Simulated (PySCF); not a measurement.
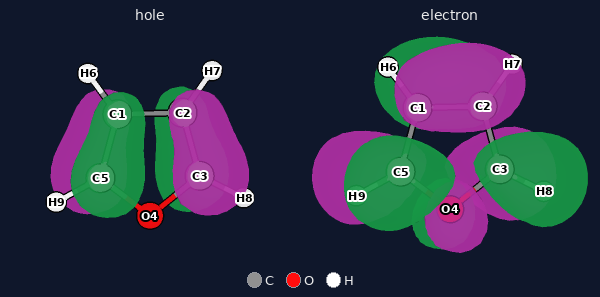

*C$_{4}$H$_{4}$O, SMILES `c1ccoc1`. Leading natural transition orbital pair of S₁ (TDA singlet states); the surfaces enclose about 78 % of each orbital's density.*

Method: ωB97X/def2-SVPD; geometry: GFN2-xTB; program: PySCF. No frequency check shows the geometry to be a minimum.

The calculation's input:

```python
import numpy as np
from pyscf import gto, scf, dft, tdscf
from pyscf.scf import atom_ks, atom_hf
from scipy.linalg import block_diag

def solve(mol, dm0=None, hcore=None):
    mf = (dft.UKS if mol.spin else dft.RKS)(mol, xc='wb97x')
    mf.grids.level = 3
    mf = mf.density_fit(auxbasis='def2-universal-jkfit')
    mf.conv_tol, mf.max_cycle = 1e-8, 80
    if hcore is not None:
        mf.get_hcore = lambda *args: hcore
    mf.kernel(dm0)
    if not mf.converged:
        mf = mf.newton().run(mf.mo_coeff, mf.mo_occ, max_cycle=30)
    assert mf.converged, 'SCF not converged'
    return mf

mol = gto.M(atom='''
C      0.71796    -0.94871     0.00000
C     -0.69887    -0.96251     0.00000
C     -1.08247     0.34192     0.00000
O     -0.01206     1.15091     0.00000
C      1.07609     0.36294     0.00000
H      1.37109    -1.79687     0.00000
H     -1.33535    -1.82322     0.00000
H     -2.04894     0.80560     0.00000
H      2.03335     0.84534     0.00000
''', basis='def2-svpd', charge=0, spin=0, verbose=4)
mf = solve(mol)
td = mf.TDA()
td.nstates, td.singlet, td.conv_tol = 5, True, 1e-5
td.kernel()
td.analyze()
x, y = np.array([p[0] for p in td.xy]), np.array([p[1] + 0 * p[0] for p in td.xy])
f, mu = td.oscillator_strength(), td.transition_dipole()
nto = [td.get_nto(state=i + 1, verbose=4) for i in range(len(td.e))]
# spherically averaged free atoms, for the promolecule
atm = atom_ks.get_atm_nrks(mol, xc='wb97x')
pro = block_diag(*[(atm[a[0]][2] * atm[a[0]][3]) @ atm[a[0]][2].T for a in mol._atom])
np.savez('result.npz', e=td.e, f=f, ok=td.converged, w=[n[0] for n in nto], nto=[n[1] for n in nto], x=x, y=y, c=mf.mo_coeff, occ=mf.mo_occ, eps=mf.mo_energy, pro=pro, mu=mu)
```

Command:

```sh
OMP_NUM_THREADS=1 python input.py
```

The run took 6.1 min on 1 thread of Arm Neoverse V2, on a shared host, peak memory 0.69 GiB.

Where does the state lie, and where do hole and electron sit?

Answer. 6.74 eV (184 nm), f = 0.245 (bright); the leading pair carries 95 %; hole on C3 and C5 (28 % each), C1 and C2 (15 % each) and O4 (6 %), electron on C3 and C5 (21 % each), O4 (18 %) and C1 and C2 (12 % each); their centroids lie 0.2 Å apart. In canonical orbitals it is mainly HOMO → LUMO (94 %). The HOMO–LUMO gap is 11.36 eV.
